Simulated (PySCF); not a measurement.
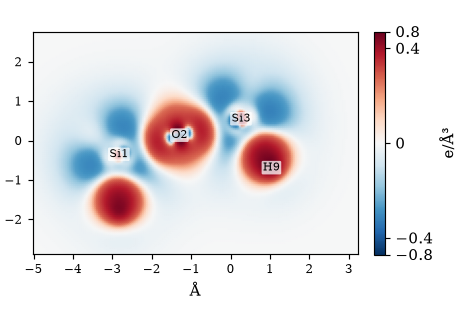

Figure 1: H₆OSi₂, SMILES `[SiH3]O[SiH3]`. Deformation density (molecule less spherical, spin-averaged free atoms) in the plane of Si1, O2, Si3 and H9; colour scale in e/Å³, logarithmic beyond ±0.1; red: gain, blue: loss.

Computed with PySCF, TPSS/6-311G**, geometry: GFN2-xTB. No frequency check shows the geometry to be a minimum.

How much density has each bond in this plane gained at its critical point, relative to the free atoms?

Si3–H9: +0.21 e/Å³ at the bond critical point (bond length 1.46 Å, Mayer order 0.9). Si1–O2 and O2–Si3: +0.03 e/Å³ at the bond critical point (bond length 1.62 Å, Mayer order 0.9); up to 0.6 Å beside the axis the gain reaches +0.28 e/Å³. In all, 2.2 electrons gather in the regions of gain relative to the promolecule. A small or negative value marks a very polar bond, one between electron-rich atoms, whose free-atom densities already overlap strongly, a long bond to a heavier atom, or a closed-shell contact such as a hydrogen bond.

The PySCF run took 6.5 s on 1 thread of AMD EPYC 9R45 (Zen 5), on a shared host, peak memory 0.45 GiB.
